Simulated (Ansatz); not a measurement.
# C2H7BClN (SMILES CNB(C)Cl) at 6 levels

Wanted: a comparison of 6 runs (HF/STO-3G, HF/def2-SVP, PBE0/def2-SVP, PBE0/6-311+G**, CCSDT/MINI, CCSD(T)/6-31G**) of C2H7BClN. 

The calculation is run with Ansatz 0.2.0.

1 further run of the same task is left out (set aside as unsound or not needed).

## Step 1: The molecule

C2H7BClN: 12 atoms, total charge 0, spin state singlet. As SMILES, `CNB(C)Cl`. The shape is that of a PBE0-D4/def2-TZVP optimisation. This is one conformer, not always the lowest.

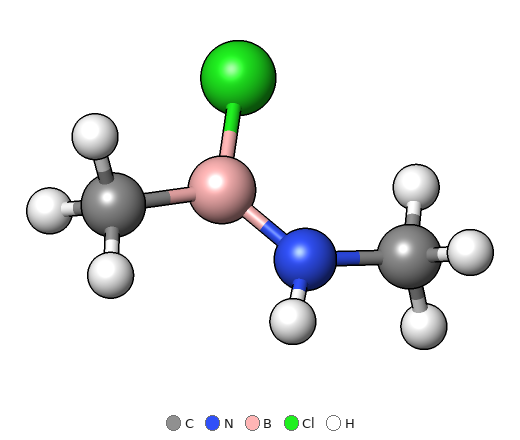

The structure, seen from a chosen angle (carbon grey, nitrogen blue, boron pink, chlorine green, hydrogen white).

## Step 2: Energy and forces at HF/STO-3G (run 1)

in.yaml reads:

```yaml
crystal:
  periodic: [false, false, false]
  atoms:
    - {symbol: C, position_ang: [-1.556700, 0.765000, -0.933400]}
    - {symbol: "N", position_ang: [-0.561300, -0.131200, -0.395100]}
    - {symbol: B, position_ang: [0.550400, 0.152500, 0.388200]}
    - {symbol: C, position_ang: [1.536600, -0.954100, 0.891800]}
    - {symbol: Cl, position_ang: [0.875400, 1.850200, 0.844500]}
    - {symbol: H, position_ang: [-1.581200, 0.720200, -2.026100]}
    - {symbol: H, position_ang: [-2.554800, 0.521600, -0.557600]}
    - {symbol: H, position_ang: [-1.320300, 1.785700, -0.638600]}
    - {symbol: H, position_ang: [-0.708800, -1.100200, -0.630100]}
    - {symbol: H, position_ang: [1.260900, -1.959000, 0.561500]}
    - {symbol: H, position_ang: [1.583700, -0.956800, 1.984700]}
    - {symbol: H, position_ang: [2.553200, -0.748900, 0.543900]}
basis:
  gaussian:
    orbitals: STO-3G
hamiltonian:
  xc: hf
accuracy: high
output: {forces: true, orbitals: {seedname: orbitals}}
```

Launch:

```
ansatz run in.yaml --threads 1 --pin off --max-ram 2610MiB --events-out events.jsonl --progress --plain --runs-dir runs
```

What it wrote, cut to the lines that bear on the results:

```text
Warning: RAYON_NUM_THREADS=1 ignored (pool sized by the plan → 1); use --threads N
Functional definition: HF
  name "HF"
[...]
754 factors; integrals over basis functions are off by at most 2.3e-9 eV
[...]
mean field -16645.11962595 eV, -611.6968637864 hartree, gradient 7.2e-9 eV, S^2 0.000000; 0 other end points of the search recorded, 0 dependent functions left out
[...]
reference -16645.11962595 eV, -611.6968637864 hartree; 24, 24 occupied and 12, 12 virtual orbitals, 754 factors
Total energy: -16645.11962595 eV, -611.6968637864 hartree
Atom 0 at    -1.556700     0.765000    -0.933400 Å, force    -0.926910     0.870714    -0.497792 eV/Å
Atom 1 at    -0.561300    -0.131200    -0.395100 Å, force     1.592746    -0.079869     1.052859 eV/Å
Atom 2 at     0.550400     0.152500     0.388200 Å, force    -0.852424    -0.233390    -0.604419 eV/Å
Atom 3 at     1.536600    -0.954100     0.891800 Å, force     0.645233    -0.590626     0.349231 eV/Å
Atom 4 at     0.875400     1.850200     0.844500 Å, force     0.105103     0.558628     0.149524 eV/Å
Atom 5 at    -1.581200     0.720200    -2.026100 Å, force    -0.012730    -0.027917     0.084843 eV/Å
Atom 6 at    -2.554800     0.521600    -0.557600 Å, force     0.074997    -0.010231    -0.048575 eV/Å
Atom 7 at    -1.320300     1.785700    -0.638600 Å, force    -0.011885    -0.042138    -0.012782 eV/Å
Atom 8 at    -0.708800    -1.100200    -0.630100 Å, force    -0.247948    -0.730189    -0.267472 eV/Å
Atom 9 at     1.260900    -1.959000     0.561500 Å, force     0.069461     0.405169     0.104698 eV/Å
Atom 10 at     1.583700    -0.956800     1.984700 Å, force    -0.070487    -0.028023    -0.373406 eV/Å
Atom 11 at     2.553200    -0.748900     0.543900 Å, force    -0.365157    -0.092127     0.063291 eV/Å
Dipole moment:    -0.334029    -0.518324    -0.296048 e Å
```

It took 4.2 s on 1 thread of Intel Xeon at 2.50GHz (Skylake/Cascade Lake), shared host; peak memory 0.098 GiB.

## Step 3: Energy and gradient at HF/def2-SVP (run 2)

run.yaml reads:

```yaml
crystal:
  periodic: [false, false, false]
  atoms:
    - {symbol: C, position_ang: [-1.556700, 0.765000, -0.933400]}
    - {symbol: N, position_ang: [-0.561300, -0.131200, -0.395100]}
    - {symbol: B, position_ang: [0.550400, 0.152500, 0.388200]}
    - {symbol: C, position_ang: [1.536600, -0.954100, 0.891800]}
    - {symbol: Cl, position_ang: [0.875400, 1.850200, 0.844500]}
    - {symbol: H, position_ang: [-1.581200, 0.720200, -2.026100]}
    - {symbol: H, position_ang: [-2.554800, 0.521600, -0.557600]}
    - {symbol: H, position_ang: [-1.320300, 1.785700, -0.638600]}
    - {symbol: H, position_ang: [-0.708800, -1.100200, -0.630100]}
    - {symbol: H, position_ang: [1.260900, -1.959000, 0.561500]}
    - {symbol: H, position_ang: [1.583700, -0.956800, 1.984700]}
    - {symbol: H, position_ang: [2.553200, -0.748900, 0.543900]}
basis:
  gaussian:
    orbitals: def2-SVP
hamiltonian:
  xc: hf
accuracy: high
output:
  forces: true
  orbitals: {seedname: orbitals}
```

Launch:

```
ansatz run run.yaml --threads 1 --pin off --max-ram 2610MiB --events-out events.jsonl --progress --plain --runs-dir runs
```

What it wrote, cut to the lines that bear on the results:

```text
Warning: RAYON_NUM_THREADS=1 ignored (pool sized by the plan → 1); use --threads N
[... 2 set-up lines as earlier in the session ...]
[...]
2662 factors; integrals over basis functions are off by at most 8.8e-9 eV
[...]
mean field -16824.48842396 eV, -618.2885455325 hartree, gradient 3.5e-8 eV, S^2 0.000000; 0 other end points of the search recorded, 0 dependent functions left out
[...]
reference -16824.48842396 eV, -618.2885455325 hartree; 24, 24 occupied and 85, 85 virtual orbitals, 2662 factors
Total energy: -16824.48842396 eV, -618.2885455325 hartree
Atom 0 at    -1.556700     0.765000    -0.933400 Å, force    -0.039208     0.096543    -0.013635 eV/Å
Atom 1 at    -0.561300    -0.131200    -0.395100 Å, force    -0.097197    -0.402167    -0.121769 eV/Å
Atom 2 at     0.550400     0.152500     0.388200 Å, force    -0.271633    -0.089315    -0.195656 eV/Å
Atom 3 at     1.536600    -0.954100     0.891800 Å, force     0.321553    -0.330888     0.167756 eV/Å
Atom 4 at     0.875400     1.850200     0.844500 Å, force     0.154256     0.400424     0.160421 eV/Å
Atom 5 at    -1.581200     0.720200    -2.026100 Å, force    -0.016936     0.002311     0.058482 eV/Å
Atom 6 at    -2.554800     0.521600    -0.557600 Å, force     0.045739     0.014917    -0.037195 eV/Å
Atom 7 at    -1.320300     1.785700    -0.638600 Å, force    -0.092693    -0.098428    -0.074642 eV/Å
Atom 8 at    -0.708800    -1.100200    -0.630100 Å, force     0.043050     0.366114     0.081264 eV/Å
Atom 9 at     1.260900    -1.959000     0.561500 Å, force     0.002696     0.030422     0.006175 eV/Å
Atom 10 at     1.583700    -0.956800     1.984700 Å, force    -0.020463     0.006459    -0.021435 eV/Å
Atom 11 at     2.553200    -0.748900     0.543900 Å, force    -0.029163     0.003606    -0.009766 eV/Å
Dipole moment:    -0.291788    -0.397119    -0.250681 e Å
```

Wall time 17 s (1 thread of Intel Xeon at 2.50GHz (Skylake/Cascade Lake), shared host); peak memory 0.39 GiB.

Runs 3 to 5 aren't shown in full; the table further down has their settings and results.

## Step 4: Energy and gradient at CCSD(T)/6-31G(d,p) (spherical functions) (run 6)

input.yaml reads:

```yaml
crystal:
  periodic: [false, false, false]
  atoms:
    - {symbol: C, position_ang: [-1.556700, 0.765000, -0.933400]}
    - {symbol: N, position_ang: [-0.561300, -0.131200, -0.395100]}
    - {symbol: B, position_ang: [0.550400, 0.152500, 0.388200]}
    - {symbol: C, position_ang: [1.536600, -0.954100, 0.891800]}
    - {symbol: Cl, position_ang: [0.875400, 1.850200, 0.844500]}
    - {symbol: H, position_ang: [-1.581200, 0.720200, -2.026100]}
    - {symbol: H, position_ang: [-2.554800, 0.521600, -0.557600]}
    - {symbol: H, position_ang: [-1.320300, 1.785700, -0.638600]}
    - {symbol: H, position_ang: [-0.708800, -1.100200, -0.630100]}
    - {symbol: H, position_ang: [1.260900, -1.959000, 0.561500]}
    - {symbol: H, position_ang: [1.583700, -0.956800, 1.984700]}
    - {symbol: H, position_ang: [2.553200, -0.748900, 0.543900]}
basis:
  gaussian: {orbitals: 6-31G_st__st_-spherical.json}
magnetization: {spin_polarized: false, initial_magnetization: 0}
correlation: {method: ccsd_t, frozen_orbitals: {B: 1, C: 1, Cl: 5, H: 0, "N": 1}}
accuracy: high
scf: {omitted_lower_state_checks: [cluster_reference, increment]}
output: {forces: true, orbitals: {seedname: orbitals}}
```

The basis set 6-31G** is read from a file made from the Basis Set Exchange's data (not shown).

Launch:

```
ansatz run input.yaml --threads 1 --pin off --max-ram 2610MiB --events-out events.jsonl --progress --plain --runs-dir runs
```

What it wrote:

```text
Warning: RAYON_NUM_THREADS=1 ignored (pool sized by the plan → 1); use --threads N
[... 11 lines left out ...]
9 core orbitals not correlated: weight in the atoms' cores, before any rotation towards them, 1.000 or more for the frozen orbitals, at most 0.000 for the correlated occupied ones
[... 23 lines left out ...]
Total energy: -16851.52133483 eV, -619.2819866837 hartree
[... 12 lines left out ...]
Dipole moment:    -0.342074    -0.408798    -0.285989 e Å
Checks for a lower state left out: cluster_reference, increment
```

Wall time 7.6 min (1 thread of Intel Xeon at 2.50GHz (Skylake/Cascade Lake), shared host); peak memory 1.6 GiB.

## Step 5: Overview of the runs

```
run                                                          level      task  accuracy  energy (Eh)  dipole moment (D)  HOMO energy (eV)  LUMO energy (eV)  wall time
  1                                                      HF/STO-3G  gradient      high  -611.696864               3.29             -9.32              8.30      4.2 s
  2                                                    HF/def2-SVP  gradient      high  -618.288546               2.66            -10.81              4.58       17 s
  3                                                  PBE0/def2-SVP  gradient      high  -619.721191               2.65             -7.51              1.06       29 s
  4                                                 PBE0/6-311+G**  gradient      high  -620.033134               2.79             -7.70             -0.07       54 s
  5  CCSDT/MINI (sfX2C, density fitting with def2-universal-jkfit)    energy    medium  -616.502738                  –            -12.09              3.87      6.3 s
  6                          CCSD(T)/6-31G** (spherical functions)  gradient      high  -619.281987               2.91            -10.80              5.01    7.6 min
```

## Step 6: Summary of results

| quantity | value |
| --- | --- |
| run 6: total energy | -619.28199 Eh |
| run 6: dipole moment (correlated density) | 2.91 D |
| run 6: HOMO energy (Hartree–Fock orbitals) | -10.80 eV |
| run 6: LUMO energy (Hartree–Fock orbitals) | 5.01 eV |
| run 6: HOMO–LUMO gap (Hartree–Fock orbitals) | 15.80 eV |
| run 6: correlation energy (9 core orbitals frozen) | -745.7 mEh |
| run 6: (T) correction | -20.19 mEh |
| run 6: T1 diagnostic | 0.011 |
| run 6: largest force on an atom | 0.583 eV/Å |

In words: Over runs 1, 2, 3, 4, 6 the dipole moment (its size) runs from 2.65 D (PBE0/def2-SVP) to 3.29 D (HF/STO-3G). The two ends differ in method and basis. Over runs 1, 2, 3, 4 the HOMO–LUMO gap runs from 7.63 eV (PBE0/6-311+G**) to 17.62 eV (HF/STO-3G). Some runs of one species differ in core potentials or relativity; totals across that change don't compare. In runs 1, 5 the basis is minimal, so the values are rough. All runs together took 9.4 min, the longest 7.6 min.
